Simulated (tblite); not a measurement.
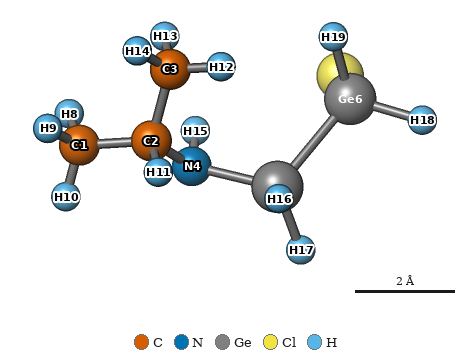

**Figure 1.** The structure as given in the input (ball-and-stick view, seen at a tilt; atoms are numbered from 1 in the order of the input). Sticks mark near contacts.

# Geometry relaxation of C3H12ClGe2N (part 1 of 3)

System: C3H12ClGe2N, SMILES CC(C)[NH][GeH2][GeH2][Cl].
Method: GFN2-xTB geometry optimisation, gas phase (tblite 0.8.0).

It belongs to a series of runs on one base structure; here: H on N replaced by iPr.

### Output
```
step      E/eV     max force
  0    -650.95415    1.123
  1    -651.05561    0.823
  2    -651.14290    0.671
  3    -651.17763    0.488
  4    -651.20989    0.373
  5    -651.22490    0.387
  6    -651.24203    0.266
  7    -651.25259    0.247
  8    -651.26553    0.241
  9    -651.27997    0.345
 10    -651.29550    0.380
 11    -651.30685    0.268
 12    -651.31255    0.146
 13    -651.31555    0.133
 14    -651.31799    0.119
 15    -651.31996    0.117
 16    -651.32181    0.107
 17    -651.32387    0.131
 18    -651.32627    0.155
 19    -651.32877    0.119
 20    -651.33100    0.103
 21    -651.33292    0.110
 22    -651.33473    0.122
 23    -651.33646    0.132
 24    -651.33794    0.120
 25    -651.33906    0.066
 26    -651.33997    0.076
 27    -651.34087    0.078
 28    -651.34174    0.068
 29    -651.34247    0.060
 30    -651.34308    0.048
 31    -651.34368    0.067
 32    -651.34435    0.075
 33    -651.34506    0.067
 34    -651.34570    0.074
 35    -651.34621    0.076
 36    -651.34663    0.090
 37    -651.34700    0.071
 38    -651.34733    0.047
 39    -651.34766    0.048
 40    -651.34799    0.063
 41    -651.34827    0.061
 42    -651.34848    0.034
 43    -651.34862    0.031
 44    -651.34879    0.051
 45    -651.34906    0.069
 46    -651.34946    0.069
 47    -651.34984    0.050
 48    -651.35012    0.034
 49    -651.35033    0.050
 50    -651.35058    0.067
 51    -651.35098    0.074
 52    -651.35156    0.079
 53    -651.35218    0.065
 54    -651.35267    0.049
 55    -651.35306    0.048
 56    -651.35348    0.055
 57    -651.35405    0.074
 58    -651.35472    0.065
 59    -651.35533    0.046
 60    -651.35578    0.044
 61    -651.35619    0.053
 62    -651.35665    0.059
 63    -651.35712    0.050
 64    -651.35751    0.045
 65    -651.35785    0.047
 66    -651.35825    0.051
 67    -651.35886    0.079
 68    -651.35970    0.090
 69    -651.36054    0.071
 70    -651.36115    0.059
 71    -651.36158    0.047
 72    -651.36194    0.051
 73    -651.36232    0.066
 74    -651.36272    0.050
 75    -651.36322    0.050
 76    -651.36354    0.052
 77    -651.36403    0.064
 78    -651.36443    0.040
 79    -651.36484    0.050
 80    -651.36530    0.071
 81    -651.36592    0.076
 82    -651.36654    0.056
 83    -651.36702    0.059
 84    -651.36742    0.053
 85    -651.36778    0.053
 86    -651.36815    0.039
 87    -651.36847    0.040
 88    -651.36873    0.044
 89    -651.36902    0.054
 90    -651.36935    0.044
 91    -651.36971    0.047
 92    -651.37010    0.049
 93    -651.37057    0.065
 94    -651.37111    0.069
 95    -651.37169    0.067
 96    -651.37231    0.074
 97    -651.37303    0.088
 98    -651.37393    0.119
 99    -651.37484    0.090
100    -651.37542    0.052
101    -651.37589    0.056
102    -651.37657    0.093
103    -651.37745    0.119
104    -651.37860    0.102
105    -651.37943    0.083
106    -651.38020    0.071
107    -651.38072    0.082
108    -651.38177    0.071
109    -651.38253    0.110
110    -651.38347    0.104
111    -651.38442    0.055
112    -651.38483    0.038
113    -651.38503    0.032
114    -651.38517    0.027
115    -651.38542    0.034
116    -651.38574    0.038
117    -651.38608    0.029
118    -651.38630    0.027
119    -651.38644    0.022
120    -651.38656    0.026
121    -651.38670    0.022
122    -651.38683    0.024
123    -651.38695    0.030
124    -651.38711    0.032
125    -651.38733    0.042
126    -651.38760    0.050
127    -651.38787    0.044
128    -651.38813    0.032
129    -651.38838    0.039
130    -651.38864    0.044
131    -651.38886    0.038
132    -651.38903    0.028
133    -651.38916    0.023
134    -651.38927    0.021
135    -651.38937    0.030
136    -651.38945    0.032
137    -651.38953    0.022
138    -651.38959    0.017
139    -651.38962    0.011
140    -651.38964    0.015
141    -651.38967    0.016
142    -651.38970    0.017
143    -651.38973    0.013
144    -651.38975    0.013
145    -651.38977    0.010
146    -651.38980    0.011
147    -651.38982    0.010
148    -651.38984    0.009
```

### Trajectory as extended XYZ (Å, eV, eV/Å), 26 of the 149 frames kept, from step=0 to step=148
```
19
Properties=species:S:1:pos:R:3:forces:R:3 step=0 energy=-650.95415
C    -2.5379   -0.0936   -0.7468   -0.9990   0.3940  -0.2470
C    -1.1933   -0.4183   -0.1347    0.1420   0.1490   0.4670
C    -0.9925    0.3528    1.1916   -0.6270   0.1940   0.0620
N    -0.1314   -0.1104   -1.1085    0.4940  -0.0920   0.6720
Ge    1.4794   -0.9682   -0.6418    0.0010   0.0940  -0.4300
Ge    2.9142    0.5862    0.4656    0.1130   0.1060  -0.2190
Cl    3.1063    2.3797   -0.7389    0.0290  -0.5260   0.5410
H    -2.6074    0.9981   -0.9766    0.0010  -0.8860   0.1360
H    -3.3622   -0.3644   -0.0463    0.5890   0.2590  -0.4970
H    -2.6875   -0.6695   -1.6805    0.1400   0.4150   0.4990
H    -1.1937   -1.5142    0.1009    0.2750   0.6560  -0.2960
H    -0.0661    0.0467    1.6932   -0.1530   0.0900  -0.1900
H    -0.9735    1.4517    1.0067    0.0570  -0.7810   0.0900
H    -1.8369    0.1403    1.8806    0.5000   0.1430  -0.4030
H     0.0403    0.9220   -1.1294   -0.3570  -1.0650  -0.0150
H     1.2159   -2.1883    0.2795   -0.0540   0.2770  -0.4510
H     2.1801   -1.4417   -1.9439   -0.3590  -0.0240   0.3340
H     4.3148   -0.0604    0.6666   -0.1930   0.4560   0.1410
H     2.3214    0.9608    1.8553    0.4000   0.1410  -0.1920
19
Properties=species:S:1:pos:R:3:forces:R:3 step=6 energy=-651.24203
C    -2.5443   -0.0799   -0.7492   -0.2310   0.0800  -0.0890
C    -1.2019   -0.4077   -0.1116   -0.0090  -0.0870   0.0830
C    -1.0179    0.3513    1.1976   -0.0750   0.0730   0.0850
N    -0.1026   -0.1680   -1.0298   -0.0060   0.0830  -0.1480
Ge    1.4983   -0.9569   -0.6553   -0.0210  -0.0210  -0.1390
Ge    2.9190    0.5663    0.4559    0.1380   0.0530   0.0650
Cl    3.1215    2.3315   -0.6653    0.0500   0.0890   0.0180
H    -2.6232    0.9838   -0.9825    0.0570  -0.1120   0.0400
H    -3.3508   -0.3458   -0.0616    0.1120   0.0560  -0.1180
H    -2.6750   -0.6457   -1.6708    0.0490   0.0590   0.0630
H    -1.1681   -1.4809    0.0854   -0.1240  -0.1840   0.1470
H    -0.0811    0.0486    1.6687   -0.0180  -0.0220   0.0580
H    -0.9719    1.4247    1.0047   -0.0530  -0.0600   0.0260
H    -1.8402    0.1453    1.8810    0.0590   0.0490  -0.0150
H    -0.0010    0.8342   -1.1571   -0.0430   0.0030  -0.1880
H     1.2020   -2.1486    0.1952   -0.0760  -0.2180   0.0340
H     2.1209   -1.4585   -1.9315   -0.0900  -0.0200  -0.1170
H     4.3057    0.0250    0.6995    0.2020   0.0930   0.1020
H     2.4007    0.9906    1.8194    0.0790   0.0860   0.0930
19
Properties=species:S:1:pos:R:3:forces:R:3 step=12 energy=-651.31255
C    -2.5428   -0.0746   -0.7542   -0.0620   0.0050  -0.0080
C    -1.2176   -0.4287   -0.0921    0.0270   0.0520  -0.0030
C    -1.0341    0.3459    1.2096    0.0040   0.0490   0.0520
N    -0.1199   -0.2013   -1.0251    0.0260  -0.0880   0.0020
Ge    1.4945   -0.9736   -0.6818    0.0180  -0.0200   0.1200
Ge    2.9799    0.5636    0.4782   -0.0030  -0.0290   0.0230
Cl    3.1588    2.3541   -0.6169    0.0190   0.0490  -0.0630
H    -2.6046    0.9866   -0.9808    0.0970   0.0550   0.0130
H    -3.3593   -0.3259   -0.0861   -0.1040  -0.0460   0.0130
H    -2.6556   -0.6279   -1.6805   -0.0100  -0.0460  -0.0430
H    -1.2127   -1.5047    0.1355   -0.0010   0.0890  -0.0480
H    -0.1010    0.0440    1.6858    0.0420   0.0040   0.0400
H    -0.9941    1.4139    1.0092    0.0330   0.0640  -0.0310
H    -1.8497    0.1619    1.9021   -0.0630  -0.0640  -0.0010
H    -0.0567    0.7850   -1.2639   -0.0940  -0.1120  -0.0020
H     1.1645   -2.2042    0.1368    0.0410   0.0300  -0.0330
H     2.0461   -1.4777   -1.9980    0.0100   0.0890  -0.0200
H     4.4070    0.1238    0.7703    0.0510  -0.0210  -0.0200
H     2.4874    1.0489    1.8445   -0.0320  -0.0610   0.0070
19
Properties=species:S:1:pos:R:3:forces:R:3 step=18 energy=-651.32627
C    -2.5505   -0.0698   -0.7557    0.1400  -0.0460   0.0490
C    -1.2260   -0.4281   -0.0815    0.0270  -0.0330  -0.0270
C    -1.0377    0.3570    1.2189    0.0070  -0.0850  -0.0750
N    -0.1259   -0.2329   -1.0179   -0.0190  -0.0100   0.0440
Ge    1.5050   -0.9723   -0.6676   -0.0950   0.0150   0.0330
Ge    3.0032    0.5664    0.4858   -0.0050   0.0040  -0.0280
Cl    3.1727    2.3600   -0.6212    0.0030  -0.0400   0.0100
H    -2.5787    0.9945   -0.9763   -0.0520   0.0060  -0.0120
H    -3.3809   -0.3257   -0.1036   -0.0170   0.0540   0.0100
H    -2.6536   -0.6268   -1.6827    0.0150   0.0300  -0.0260
H    -1.2274   -1.5017    0.1450   -0.0350   0.0150   0.0730
H    -0.1044    0.0515    1.7000   -0.0540   0.0290  -0.0150
H    -0.9899    1.4263    1.0111   -0.0320  -0.0560   0.0330
H    -1.8618    0.1538    1.8983    0.0100   0.0790   0.0170
H    -0.0938    0.7400   -1.3027    0.0120  -0.0210  -0.0500
H     1.1724   -2.2198    0.1224    0.0670   0.0320  -0.0110
H     2.0328   -1.4379   -2.0071    0.0470   0.0660  -0.0040
H     4.4399    0.1388    0.7751   -0.0190  -0.0110  -0.0250
H     2.4947    1.0360    1.8524   -0.0020  -0.0280   0.0050
19
Properties=species:S:1:pos:R:3:forces:R:3 step=24 energy=-651.33794
C    -2.5445   -0.0678   -0.7556   -0.0280   0.0240  -0.0100
C    -1.2334   -0.4401   -0.0689   -0.0580   0.0140   0.0380
C    -1.0467    0.3560    1.2220   -0.0140   0.0430   0.0260
N    -0.1344   -0.2687   -1.0064   -0.0490  -0.0040   0.0070
Ge    1.5041   -0.9605   -0.6507    0.0600   0.0020  -0.1040
Ge    3.0136    0.5609    0.4857    0.0130   0.0290   0.0200
Cl    3.1868    2.3502   -0.6261   -0.0150  -0.0220   0.0310
H    -2.5675    0.9983   -0.9739    0.0240   0.0060  -0.0090
H    -3.3940   -0.3037   -0.1190    0.0340  -0.0280  -0.0020
H    -2.6400   -0.6135   -1.6911   -0.0050  -0.0030   0.0250
H    -1.2530   -1.5072    0.1860   -0.0040  -0.0060  -0.0180
H    -0.1168    0.0610    1.7119   -0.0180  -0.0300   0.0070
H    -0.9987    1.4230    1.0143    0.0010   0.0350  -0.0540
H    -1.8754    0.1741    1.9015    0.0070  -0.0080   0.0230
H    -0.1273    0.6809   -1.3619   -0.0010  -0.0150  -0.0010
H     1.2159   -2.2255    0.1104    0.0240  -0.0520   0.0270
H     2.0450   -1.3551   -2.0058    0.0400   0.0070  -0.0100
H     4.4554    0.1421    0.7616   -0.0440  -0.0240  -0.0110
H     2.5011    1.0050    1.8587    0.0330   0.0300   0.0160
19
Properties=species:S:1:pos:R:3:forces:R:3 step=30 energy=-651.34308
C    -2.5453   -0.0619   -0.7547   -0.0390  -0.0040  -0.0130
C    -1.2447   -0.4428   -0.0570    0.0060  -0.0130  -0.0130
C    -1.0563    0.3646    1.2265    0.0080   0.0000   0.0010
N    -0.1451   -0.2912   -0.9975    0.0310  -0.0080  -0.0230
Ge    1.5084   -0.9593   -0.6615    0.0380  -0.0120   0.0040
Ge    3.0123    0.5602    0.4928   -0.0350  -0.0260   0.0080
Cl    3.1884    2.3449   -0.6169   -0.0070   0.0430   0.0000
H    -2.5568    1.0043   -0.9761   -0.0080  -0.0210   0.0190
H    -3.3969   -0.2999   -0.1232   -0.0160   0.0220  -0.0030
H    -2.6355   -0.6089   -1.6894   -0.0130  -0.0100   0.0010
H    -1.2722   -1.5079    0.2033   -0.0160  -0.0150   0.0090
H    -0.1316    0.0594    1.7182    0.0340   0.0340   0.0060
H    -1.0032    1.4284    0.9994    0.0170  -0.0090   0.0200
H    -1.8809    0.1898    1.9140   -0.0130   0.0280  -0.0350
H    -0.1468    0.6437   -1.3896   -0.0050   0.0020   0.0120
H     1.2540   -2.2364    0.1020    0.0200  -0.0050  -0.0420
H     2.0702   -1.3163   -2.0218   -0.0210   0.0000   0.0240
H     4.4508    0.1321    0.7526    0.0020  -0.0320   0.0010
H     2.5215    1.0065    1.8715    0.0170   0.0280   0.0250
19
Properties=species:S:1:pos:R:3:forces:R:3 step=36 energy=-651.34663
C    -2.5503   -0.0630   -0.7536    0.0120  -0.0020   0.0120
C    -1.2506   -0.4500   -0.0521    0.0150   0.0030  -0.0050
C    -1.0566    0.3708    1.2245    0.0020   0.0070  -0.0150
N    -0.1487   -0.3139   -0.9954   -0.0150  -0.0110  -0.0100
Ge    1.5179   -0.9591   -0.6673   -0.0610   0.0140   0.0650
Ge    3.0050    0.5623    0.5045    0.0000   0.0130   0.0070
Cl    3.1832    2.3526   -0.6025    0.0010   0.0040   0.0160
H    -2.5538    1.0031   -0.9724   -0.0030   0.0000  -0.0180
H    -3.4081   -0.2899   -0.1263    0.0080  -0.0070   0.0190
H    -2.6429   -0.6112   -1.6875   -0.0040   0.0030   0.0050
H    -1.2922   -1.5129    0.2174    0.0220   0.0090   0.0140
H    -0.1327    0.0734    1.7243   -0.0160  -0.0170  -0.0070
H    -0.9959    1.4329    0.9924    0.0100   0.0040  -0.0380
H    -1.8891    0.2128    1.9061    0.0130  -0.0040  -0.0010
H    -0.1602    0.6150   -1.4024    0.0180  -0.0040   0.0060
H     1.2949   -2.2533    0.0752    0.0020  -0.0080  -0.0260
H     2.0834   -1.2885   -2.0287   -0.0070   0.0070  -0.0180
H     4.4402    0.1065    0.7442    0.0020  -0.0020  -0.0020
H     2.5467    1.0215    1.8921    0.0020  -0.0060  -0.0040
19
Properties=species:S:1:pos:R:3:forces:R:3 step=41 energy=-651.34827
C    -2.5528   -0.0646   -0.7508   -0.0010  -0.0040   0.0010
C    -1.2527   -0.4525   -0.0512   -0.0080   0.0000  -0.0030
C    -1.0545    0.3764    1.2185    0.0020  -0.0010  -0.0090
N    -0.1560   -0.3270   -0.9999    0.0070   0.0030   0.0090
Ge    1.5128   -0.9556   -0.6588    0.0340  -0.0200  -0.0470
Ge    3.0010    0.5662    0.5125    0.0070  -0.0040   0.0000
Cl    3.1804    2.3590   -0.5896    0.0040  -0.0030   0.0120
H    -2.5540    1.0005   -0.9756    0.0010   0.0010   0.0020
H    -3.4091   -0.2869   -0.1200    0.0000  -0.0060   0.0090
H    -2.6488   -0.6131   -1.6840   -0.0090  -0.0200   0.0100
H    -1.2931   -1.5125    0.2288   -0.0020  -0.0010  -0.0060
H    -0.1352    0.0749    1.7242    0.0020  -0.0010  -0.0160
H    -0.9876    1.4357    0.9752    0.0110   0.0000  -0.0070
H    -1.8887    0.2247    1.8995    0.0040   0.0230   0.0010
H    -0.1592    0.6027   -1.4050   -0.0080   0.0130  -0.0090
H     1.3136   -2.2679    0.0547   -0.0210  -0.0130   0.0140
H     2.0828   -1.2696   -2.0269   -0.0140   0.0300   0.0290
H     4.4330    0.0918    0.7383   -0.0040   0.0130  -0.0040
H     2.5585    1.0270    1.9029   -0.0070  -0.0080   0.0150
```
